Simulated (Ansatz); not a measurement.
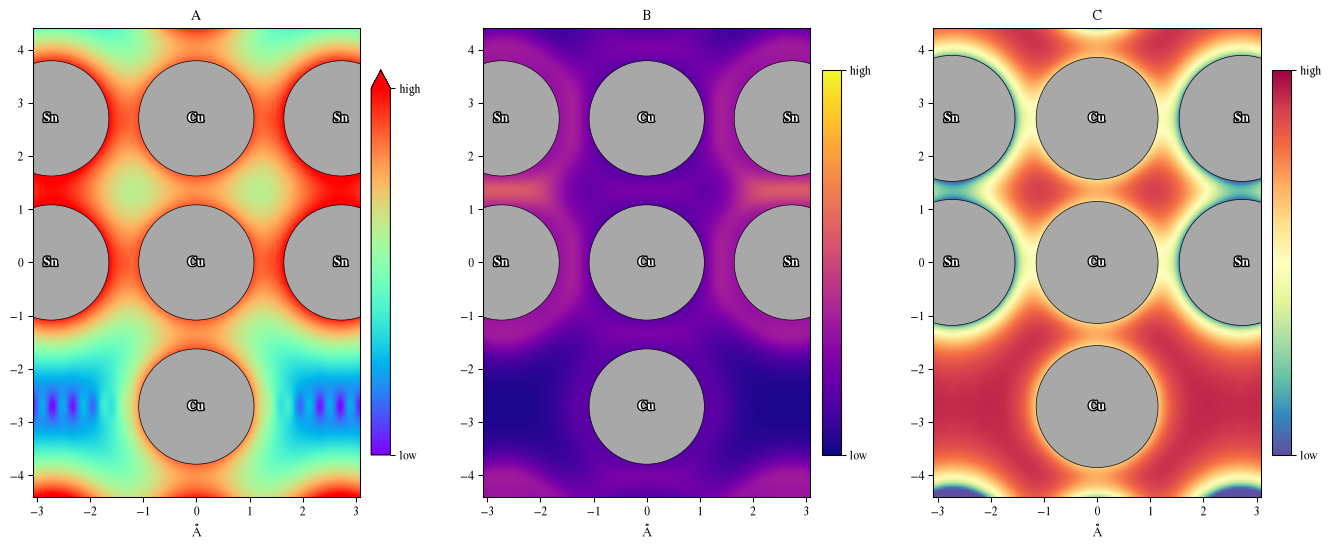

Cu3Sn2: 3 fields on the (110) plane of the conventional cell, with unlabelled colour scales. Grey discs cover the atomic cores.

Space group P6/mmm; a structure generated by program, which may or may not match a known phase; computed without spin polarisation.

Computed with DFT PBE, scalar-relativistic, plane waves, PAW in Ansatz.

> Which field does each panel show? The fields are: electron localisation function, electrostatic potential energy of an electron and valence pseudo-density.

Panel A: valence pseudo-density. Panel B: electron localisation function. Panel C: electrostatic potential energy of an electron (low next to the atoms, rising into the space between them). From the grid: Cu–Cu (2.71 Å): ρ at the midpoint is about 0.2 e/Å³; the ELF is about 0.25 at the midpoint; no localised pair shows between them. Sn–Sn (2.71 Å): the density is about 0.4 e/Å³ at the midpoint; the ELF reaches about 0.55 near the midpoint.
